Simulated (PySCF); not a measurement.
# GeH3F (fluorogermane) at CCSD(T)/aug-cc-pVDZ

What is the vertical singlet–triplet gap of GeH3F (fluorogermane) at CCSD(T)/aug-cc-pVDZ? Input form: a Python script.

Program for the calculation: PySCF 2.14.0.

5 further runs of the same task are left out: 3 that didn't finish, 2 set aside as unsound or not needed.

## Step 1: The system as given

The species is GeH3F (5 atoms), meant as a singlet with charge 0. As SMILES, `[F][GeH3]`. The shape is that of a PBE0-D4/def2-TZVP optimisation.

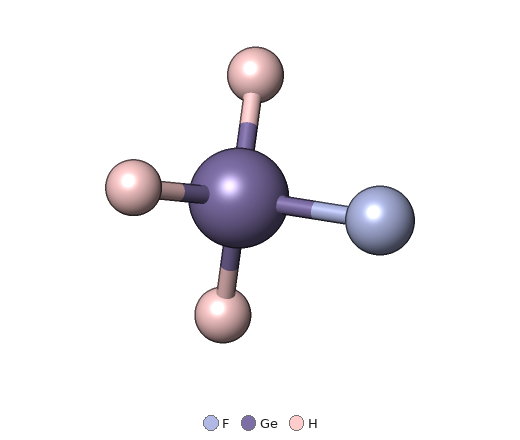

Viewed from a chosen angle; fluorine light blue, germanium purple, hydrogen pink.

## Step 2: The energy at CCSD(T)/aug-cc-pVDZ

Input file calc.py:

```python
from pyscf import gto, cc

mol = gto.M(
    atom='''
F   -1.046500   0.474300   1.162200
Ge   0.068200  -0.041600  -0.072800
H    1.331000  -0.512000   0.658600
H   -0.627800  -1.178000  -0.831200
H    0.325100   1.183600  -0.958100
''',
    max_memory=1860,
    spin=0,
    basis='aug-cc-pvdz',
    charge=0,
    verbose=4,
)

mf = mol.RHF()
mf.conv_tol = 1e-10
mf.kernel()
if not mf.converged:
    mf = mf.newton().run(mf.mo_coeff, mf.mo_occ)

mycc = cc.CCSD(mf, frozen=10)
mycc.kernel()
e_t = mycc.ccsd_t()
e_final = mycc.e_tot + e_t
print('E(%s) = %.9f' % ('CCSD(T)', e_final))
```

Run with:

```bash
$ OMP_NUM_THREADS=1 python calc.py
```

What it wrote:

```text
PySCF version 2.14.0

[INPUT] num. atoms = 5
[INPUT] num. electrons = 44
[INPUT] charge = 0
[INPUT] spin (= nelec alpha-beta = 2S) = 0
[INPUT] symmetry False subgroup None
[INPUT] Mole.unit = angstrom
[INPUT] Symbol           X                Y                Z      unit          X                Y                Z       unit  Magmom
[INPUT]  1 F     -1.046500000000   0.474300000000   1.162200000000 AA   -1.977598389357   0.896297100881   2.196239701970 Bohr   0.0
[INPUT]  2 Ge     0.068200000000  -0.041600000000  -0.072800000000 AA    0.128879321695  -0.078612606782  -0.137572061868 Bohr   0.0
[INPUT]  3 H      1.331000000000  -0.512000000000   0.658600000000 AA    2.515225471796  -0.967539775777   1.244573625639 Bohr   0.0
[INPUT]  4 H     -0.627800000000  -1.178000000000  -0.831200000000 AA   -1.186370061002  -2.226097374738  -1.570740354738 Bohr   0.0
[INPUT]  5 H      0.325100000000   1.183600000000  -0.958100000000 AA    0.614349963096   2.236679841035  -1.810546599946 Bohr   0.0

nuclear repulsion = 126.699029995995
number of shells = 32
number of NR pGTOs = 154
number of NR cGTOs = 86
basis = aug-cc-pvdz
ecp = {}

******** <class 'pyscf.scf.hf.RHF'> ********
method = RHF
initial guess = minao
damping factor = 0
level_shift factor = 0
DIIS = <class 'pyscf.scf.diis.CDIIS'>
diis_start_cycle = 1
diis_space = 8
diis_damp = 0
SCF conv_tol = 1e-10
SCF conv_tol_grad = None
SCF max_cycles = 50
direct_scf = True
direct_scf_tol = 1e-13
Set gradient conv threshold to 1e-05
Initial guess from minao.
init E= -2175.66088014964
  HOMO = -0.37945354150135  LUMO = 0.0143622193318054  gap/eV = 10.71627
cycle= 1 E= -2176.50344976968  delta_E= -0.843  |g|= 0.491  |ddm|= 1.61
  HOMO = -0.477910415718427  LUMO = 0.0299213461006058  gap/eV = 13.81881
cycle= 2 E= -2176.54096507778  delta_E= -0.0375  |g|= 0.326  |ddm|= 0.605
  HOMO = -0.493001981636898  LUMO = 0.034859227214449  gap/eV = 14.36384
cycle= 3 E= -2176.55781859416  delta_E= -0.0169  |g|= 0.0327  |ddm|= 0.201
  HOMO = -0.484948532525489  LUMO = 0.0370250806111434  gap/eV = 14.20363
cycle= 4 E= -2176.55822721034  delta_E= -0.000409  |g|= 0.00709  |ddm|= 0.0868
  HOMO = -0.486024886911065  LUMO = 0.0371168141969491  gap/eV = 14.23541
cycle= 5 E= -2176.55824639608  delta_E= -1.92e-05  |g|= 0.0013  |ddm|= 0.0206
  HOMO = -0.486190098242253  LUMO = 0.0371061230070548  gap/eV = 14.23962
cycle= 6 E= -2176.55824729186  delta_E= -8.96e-07  |g|= 0.000391  |ddm|= 0.00418
  HOMO = -0.486203305899093  LUMO = 0.0371143502875881  gap/eV = 14.24020
cycle= 7 E= -2176.55824740329  delta_E= -1.11e-07  |g|= 0.0001  |ddm|= 0.00109
  HOMO = -0.486191963878549  LUMO = 0.0371172345068835  gap/eV = 14.23997
cycle= 8 E= -2176.55824740997  delta_E= -6.68e-09  |g|= 1.18e-05  |ddm|= 0.000313
  HOMO = -0.486192631476862  LUMO = 0.0371170156917433  gap/eV = 14.23998
cycle= 9 E= -2176.55824741004  delta_E= -7.28e-11  |g|= 1.77e-06  |ddm|= 3.42e-05
  HOMO = -0.486192618404242  LUMO = 0.0371170398316956  gap/eV = 14.23998
Extra cycle  E= -2176.55824741005  delta_E= -1.09e-11  |g|= 5.89e-07  |ddm|= 3.14e-06
converged SCF energy = -2176.55824741005

******** <class 'pyscf.cc.ccsd.CCSD'> ********
CC2 = 0
CCSD nocc = 12, nmo = 76
frozen orbitals 10
max_cycle = 50
direct = 0
conv_tol = 1e-07
conv_tol_normt = 1e-05
diis_space = 6
diis_start_cycle = 0
diis_start_energy_diff = 1e+09
Init t2, MP2 energy = -2176.89885235397  E_corr(MP2) -0.340604943916695
Init E_corr(CCSD) = -0.34060494391689
cycle = 1  E_corr(CCSD) = -0.350384618724634  dE = -0.00977967481  norm(t1,t2) = 0.0582383
cycle = 2  E_corr(CCSD) = -0.361555074613453  dE = -0.0111704559  norm(t1,t2) = 0.0180187
cycle = 3  E_corr(CCSD) = -0.361885242879187  dE = -0.000330168266  norm(t1,t2) = 0.010001
cycle = 4  E_corr(CCSD) = -0.363597089165511  dE = -0.00171184629  norm(t1,t2) = 0.00335773
cycle = 5  E_corr(CCSD) = -0.363605841265003  dE = -8.75209949e-06  norm(t1,t2) = 0.000673939
cycle = 6  E_corr(CCSD) = -0.363552653342587  dE = 5.31879224e-05  norm(t1,t2) = 0.00025644
cycle = 7  E_corr(CCSD) = -0.363547050838013  dE = 5.60250457e-06  norm(t1,t2) = 6.4993e-05
cycle = 8  E_corr(CCSD) = -0.363548479338121  dE = -1.42850011e-06  norm(t1,t2) = 2.52258e-05
cycle = 9  E_corr(CCSD) = -0.363549794835499  dE = -1.31549738e-06  norm(t1,t2) = 9.95764e-06
cycle = 10  E_corr(CCSD) = -0.36354965376785  dE = 1.41067649e-07  norm(t1,t2) = 2.89957e-06
cycle = 11  E_corr(CCSD) = -0.363549683688417  dE = -2.99205666e-08  norm(t1,t2) = 1.16896e-06
CCSD converged
E(CCSD) = -2176.921797093742  E_corr = -0.3635496836884167
CCSD(T) correction = -0.00886807683060367
E(CCSD(T)) = -2176.930665171
```

It took 36 s on 1 thread of Arm Neoverse N1, shared host; peak memory 0.42 GiB.

## Step 3: The triplet at the same level

Input file input.py:

```python
from pyscf import gto, scf, cc

mol = gto.M(
    atom='''
F     -1.977598     0.896297     2.196240
Ge     0.128879    -0.078613    -0.137572
H      2.515225    -0.967540     1.244574
H     -1.186370    -2.226097    -1.570740
H      0.614350     2.236680    -1.810547
''',
    charge=0,
    basis='aug-cc-pvdz',
    unit='bohr',
    max_memory=1860,
    spin=2,
    verbose=3,
)

mf = scf.UHF(mol)
mf.conv_tol = 1e-10
mf.kernel()
if not mf.converged:
    mf = mf.newton().run(mf.mo_coeff, mf.mo_occ)

mycc = cc.CCSD(mf, frozen=10)
mycc.kernel()
e_t = mycc.ccsd_t()
e_tot = mycc.e_tot + e_t
print('E = %.10f Eh' % e_tot)
```

Run with:

```bash
$ OMP_NUM_THREADS=1 python input.py
```

What it wrote:

```text
WARN: HOMO 0.0143622296335346 >= LUMO -0.379453585734585

WARN: HOMO -0.16707004814832 >= LUMO -0.294466911420164

WARN: HOMO -0.163254549240333 >= LUMO -0.244771431291876

WARN: HOMO -0.159972944950383 >= LUMO -0.197453274787891

WARN: HOMO -0.165168267261333 >= LUMO -0.185782681338196

WARN: HOMO -0.166989415872234 >= LUMO -0.180519141644373

WARN: HOMO -0.168170657223503 >= LUMO -0.177068867419925

WARN: HOMO -0.169754076340544 >= LUMO -0.174957709500891

WARN: HOMO -0.170517669910317 >= LUMO -0.173502301164999

WARN: HOMO -0.171125365395431 >= LUMO -0.171400241559915

WARN: HOMO -0.1711709800546 >= LUMO -0.170484367320939

WARN: HOMO -0.171219125045882 >= LUMO -0.170380038443316

WARN: HOMO -0.171023268060742 >= LUMO -0.17009305675467

WARN: HOMO -0.170142287873516 >= LUMO -0.17032272316526

WARN: HOMO -0.170081244452919 >= LUMO -0.173439775583624

WARN: HOMO -0.170390797032149 >= LUMO -0.173287733357327

WARN: HOMO -0.170499957651303 >= LUMO -0.171748058061252

WARN: HOMO -0.170622279812936 >= LUMO -0.17122713457506

WARN: HOMO -0.17059611343188 >= LUMO -0.171642430435612

WARN: HOMO -0.17060744002274 >= LUMO -0.171560110003232

WARN: HOMO -0.170609335168066 >= LUMO -0.171542838147619

WARN: HOMO -0.17060920640806 >= LUMO -0.171529787693587

WARN: HOMO -0.170608734265517 >= LUMO -0.171535830045914

WARN: HOMO -0.170609622176547 >= LUMO -0.171533131232887

WARN: HOMO -0.170609790025949 >= LUMO -0.171532462223573

WARN: HOMO -0.17060993570613 >= LUMO -0.171532129224683

WARN: HOMO -0.170609900273067 >= LUMO -0.171532196747203

converged SCF energy = -2176.26570262306  <S^2> = 2.0526153  2S+1 = 3.0348742
E(UCCSD) = -2176.634446266552  E_corr = -0.3687436434955236
UCCSD(T) correction = -0.0136461771264269
E = -2176.6480924437 Eh
```

Wall time 5.8 min (1 thread of Arm Neoverse N1, shared host); peak memory 1.5 GiB.

## Step 4: Outcome

At CCSD(T)/aug-cc-pVDZ, 10 core orbitals frozen:

| quantity | value |
| --- | --- |
| singlet: total energy | -2176.93067 Eh |
| singlet: dipole moment (Hartree–Fock density) | 2.43 D |
| singlet: HOMO energy (Hartree–Fock orbitals) | -13.23 eV |
| singlet: LUMO energy (Hartree–Fock orbitals) | 1.01 eV |
| singlet: HOMO–LUMO gap (Hartree–Fock orbitals) | 14.24 eV |
| singlet: correlation energy (10 core orbitals frozen) | -372.4 mEh |
| singlet: (T) correction | -8.87 mEh |
| singlet: T1 diagnostic | 0.011 |
| triplet: total energy | -2176.64809 Eh |
| triplet: dipole moment (Hartree–Fock density) | 1.83 D |
| triplet: HOMO energy (Hartree–Fock orbitals) (highest over α and β) | -4.64 eV |
| triplet: correlation energy (10 core orbitals frozen) | -382.4 mEh |
| triplet: (T) correction | -13.65 mEh |
| triplet: ⟨S²⟩ of the reference determinant | 2.053 |
| triplet: T1 diagnostic | 0.039 |
| vertical energy of the triplet above the singlet | 7.689 eV |

**Reading.** At this shape the triplet lies 7.69 eV (177 kcal/mol) above the singlet. Mulliken charges (singlet) of the mean-field density run from -0.76 on F1 to +1.12 on Ge2; in a basis this large or diffuse they mean little. The triples (singlet) make up 2.4 % of the correlation energy. The triples (triplet) make up 3.6 % of the correlation energy.
